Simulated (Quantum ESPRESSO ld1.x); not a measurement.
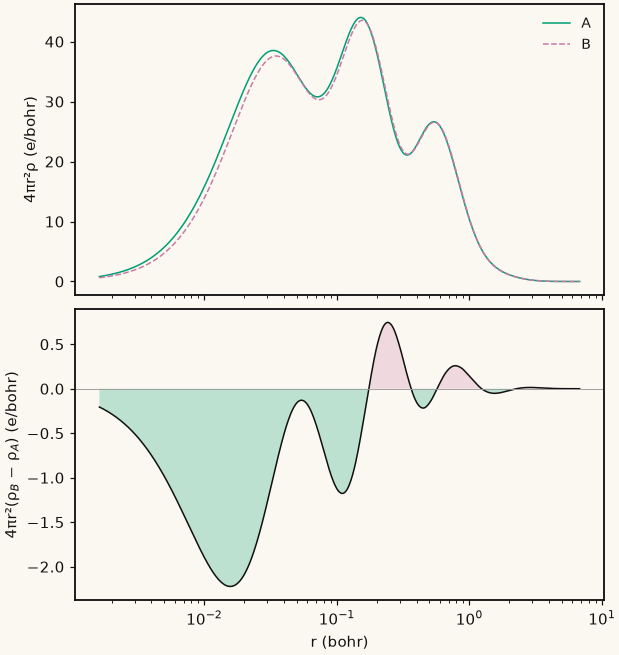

The Ga²⁺ ion in [Ar] 3d10 4s1 was computed with two values of the speed of light (atomic units): c = 102.777; c = 411.108. Computed with Quantum ESPRESSO ld1.x 7.5: Dirac Kohn-Sham, LDA (Slater exchange, VWN5 correlation), spin-unpolarised, spherical densities, point nucleus.

The plot shows both radial densities and the radial density of run B less that of run A; on the logarithmic r axis, areas aren't charges.

Assign A and B and describe the change of the density.

A is c = 102.777; B is c = 411.108. B holds 0.20 electrons more than A where the difference is positive (most at r = 0.24 bohr) and 0.20 electrons fewer where it is negative (most at r = 0.016 bohr), with no net change.
